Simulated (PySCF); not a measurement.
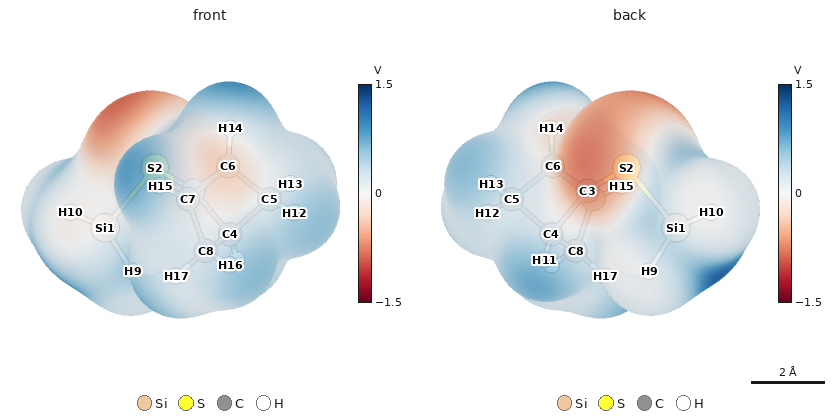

C$_{6}$H$_{9}$SSi (doublet). The molecular electrostatic potential painted on the density surface at 0.002 e/bohr³, seen from the front and from behind; red is negative and blue positive.

Geometry: GFN2-xTB.

Computed with UKS B3LYP, pcH-1 on C H S Si, non-relativistic, mean-field spin-orbit, GIAO (PySCF).

| atom | x (Å) | y (Å) | z (Å) |
| --- | --- | --- | --- |
| Si | 2.9190 | 0.9288 | 0.4662 |
| S | 1.4012 | 0.0956 | 1.7447 |
| C | 0.0704 | 0.0041 | 0.5950 |
| C | -0.1625 | -0.8184 | -0.7120 |
| C | -1.5023 | -1.2914 | -0.1313 |
| C | -1.4170 | -0.0816 | 0.7784 |
| C | -0.8074 | 1.0473 | -0.0420 |
| C | -0.5304 | 0.4904 | -1.4242 |
| H | 3.1139 | 0.0534 | -0.6816 |
| H | 4.0776 | 1.0716 | 1.3264 |
| H | 0.5336 | -1.5228 | -1.1537 |
| H | -2.3436 | -1.3478 | -0.8233 |
| H | -1.4146 | -2.2221 | 0.4254 |
| H | -1.9880 | 0.1050 | 1.6716 |
| H | -0.9209 | 2.0815 | 0.2345 |
| H | -1.3621 | 0.4453 | -2.1282 |
| H | 0.3262 | 0.9732 | -1.8921 |

### Which sites attract a positive test charge, and which a negative one?

A positive charge is drawn to the negative regions and a negative charge to the positive ones. The most negative region (about −0.8 V) lies over S2, the most positive (about +1.1 V) over Si1.
